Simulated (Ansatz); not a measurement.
# [NH2]− (SMILES [NH2-]): FCI/3-21G

What is the energy change on altering one bond length of [NH2]− at FCI/3-21G? 

Program for the calculation: Ansatz 0.2.0.

2 further runs of the same task are left out: 2 that didn't finish.

## Step 1: Starting point

[NH2]− has 3 atoms, charge -1, and is taken as a singlet. As SMILES, `[NH2-]`. The coordinates come from a PBE0-D4/def2-TZVPD relaxation.

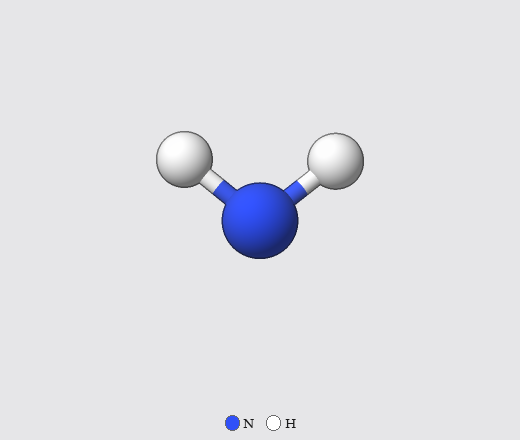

Viewed from a chosen angle; nitrogen blue, hydrogen white.

## Step 2: A single-point energy at FCI/3-21G

Input file job.yaml:

```yaml
basis:
  gaussian:
    orbitals: 3-21G.json
crystal:
  periodic: [false, false, false]
  atoms:
    - symbol: N
      position_ang: [0.342200, -0.203000, 0.168700]
    - symbol: H
      position_ang: [0.125500, 0.801200, 0.156000]
    - symbol: H
      position_ang: [-0.467700, -0.598200, -0.324700]
total_charge: -1
correlation:
  method: fci
  frozen_orbitals: {H: 0, "N": 1}
accuracy: high
```

The basis set 3-21G is read from a file made from the Basis Set Exchange's data (not shown).

Started as:

```console
ansatz run job.yaml --threads 1 --pin off --max-ram 2610MiB --events-out events.jsonl --progress --plain --runs-dir runs
```

The program printed:

```text
Warning: RAYON_NUM_THREADS=1 ignored (pool sized by the plan → 1); use --threads N
Functional definition: HF
  name "HF"
  exchange = exact_x
  correlation = 0
250 factors; integrals over basis functions are off by at most 3.4e-9 eV
mean field evaluation 1: about -1499.7951 eV, gradient 1.2e1 eV
mean field evaluation 2: about -1499.7995 eV, gradient 1.2e1 eV
mean field evaluation 4: about -1500.2744 eV, gradient 6.6e-1 eV
mean field evaluation 8: about -1500.2754 eV, gradient 5.3e-4 eV
mean field -1500.27540641 eV, -55.1341042623 hartree, gradient 3.4e-8 eV, S^2 0.000000; 0 other end points of the search recorded, 0 dependent functions left out
1 core orbitals not correlated: weight in the atoms' cores, before any rotation towards them, 1.000 or more for the frozen orbitals, at most 0.000 for the correlated occupied ones
reference -1500.27540641 eV, -55.1341042623 hartree; 4, 4 occupied and 8, 8 virtual orbitals, 250 factors
state -1503.42602321 eV, -55.2498872943 hartree
Total energy: -1503.42602321 eV, -55.2498872943 hartree
```

Run time: 1 s. Hardware: 1 thread of Arm Neoverse N1, shared host.

## Step 3: The distorted shape, same level

Input file run.yaml:

```yaml
crystal:
  periodic: [false, false, false]
  atoms:
    - {symbol: N, position_ang: [0.396366, -0.454009, 0.171874]}
    - {symbol: H, position_ang: [0.125500, 0.801200, 0.156000]}
    - {symbol: H, position_ang: [-0.413534, -0.849209, -0.321526]}
basis:
  gaussian: {orbitals: 3-21G.json}
total_charge: -1
correlation: {method: fci, frozen_orbitals: {H: 0, "N": 1}}
accuracy: high
```

The basis set 3-21G is read from a file made from the Basis Set Exchange's data (not shown).

Started as:

```console
ansatz run run.yaml --threads 1 --pin off --max-ram 2610MiB --events-out events.jsonl --progress --plain --runs-dir runs
```

The program printed:

```text
Warning: RAYON_NUM_THREADS=1 ignored (pool sized by the plan → 1); use --threads N
[... 4 set-up lines as earlier in the session ...]
248 factors; integrals over basis functions are off by at most 3.3e-9 eV
mean field evaluation 1: about -1499.3556 eV, gradient 1.2e1 eV
mean field evaluation 2: about -1499.3602 eV, gradient 1.2e1 eV
mean field evaluation 4: about -1499.8341 eV, gradient 6.0e-1 eV
mean field evaluation 8: about -1499.8353 eV, gradient 3.0e-4 eV
mean field -1499.83527830 eV, -55.1179298526 hartree, gradient 2.1e-8 eV, S^2 0.000000; 0 other end points of the search recorded, 0 dependent functions left out
1 core orbitals not correlated: weight in the atoms' cores, before any rotation towards them, 1.000 or more for the frozen orbitals, at most 0.000 for the correlated occupied ones
reference -1499.83527830 eV, -55.1179298526 hartree; 4, 4 occupied and 8, 8 virtual orbitals, 248 factors
state -1503.18058900 eV, -55.2408677534 hartree
Total energy: -1503.18058900 eV, -55.2408677534 hartree
```

Wall time 1 s (1 thread of Arm Neoverse N1, shared host).

## Step 4: Summary of results

Level: FCI/3-21G, 1 core orbital frozen.

| quantity | value |
| --- | --- |
| first shape: total energy | -55.24989 Eh |
| first shape: correlation energy (1 core orbital frozen) | -115.8 mEh |
| distorted shape: total energy | -55.24087 Eh |
| distorted shape: correlation energy (1 core orbital frozen) | -122.9 mEh |
| energy change with the N1–H2 bond stretched from 1.027 to 1.284 Å | 0.245 eV |

In words: With the N1–H2 bond stretched from 1.027 to 1.284 Å the energy rises by 0.25 eV (23.7 kJ/mol). The first shape isn't relaxed at this level, so the change isn't measured from a minimum.
